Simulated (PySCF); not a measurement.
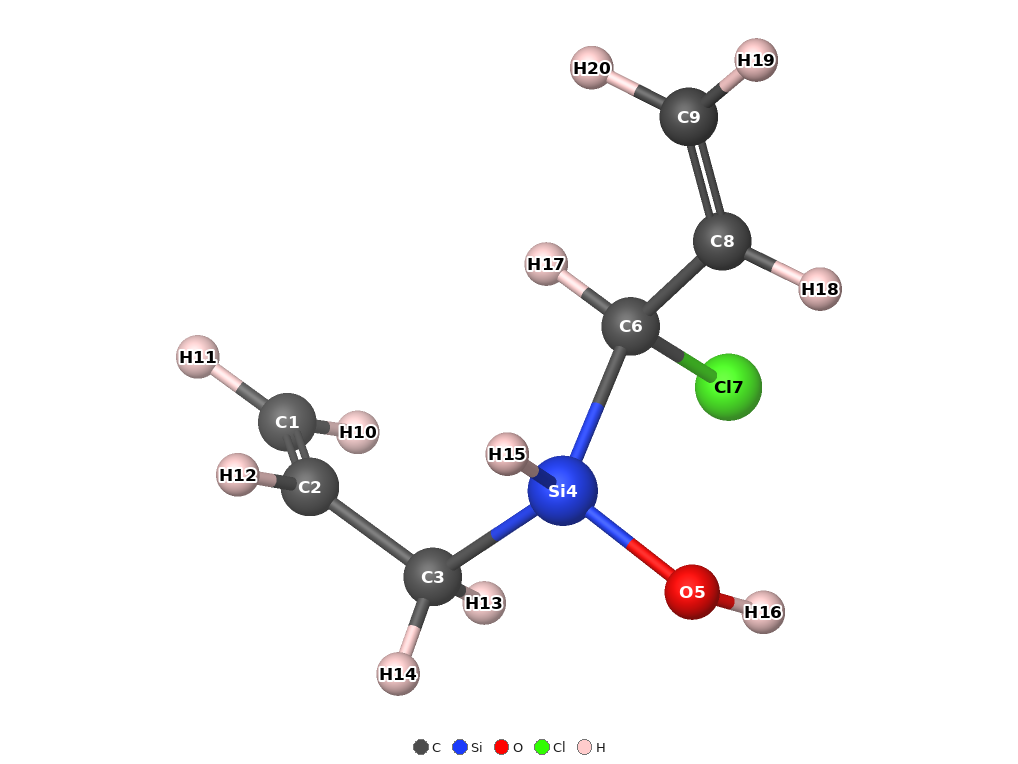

Computed geometry: GFN2-xTB optimisation. No frequency run is at hand to confirm it as a minimum. Electric field gradients from the ground-state density, PBE0/pcSseg-1 (PySCF 2.14.0), non-relativistic apart from any core potentials.

Give the largest field-gradient component, the quadrupole coupling constant and the asymmetry for 17O at O5 (Q = −25.6 mb), 35Cl at Cl7 (Q = −81.7 mb), 2H at H10 (Q = 2.86 mb), 2H at H11 (Q = 2.86 mb), 2H at H12 (Q = 2.86 mb), 2H at H13 (Q = 2.86 mb).

| atom | V_zz (a.u.) | e²qQ/h (MHz) | η |
| --- | --- | --- | --- |
| O5 | 1.481 | −8.91 | 0.48 |
| Cl7 | 3.813 | −73.2 | 0.02 |
| H10 | 0.335 | 0.225 | 0.06 |
| H11 | 0.339 | 0.228 | 0.05 |
| H12 | 0.324 | 0.218 | 0.05 |
| H13 | 0.308 | 0.207 | 0.04 |

The geometry is semi-empirical. Around Si such bond lengths and angles can be off by a tenth of an ångström or more and by several degrees, and values that hang on the shape move with them.
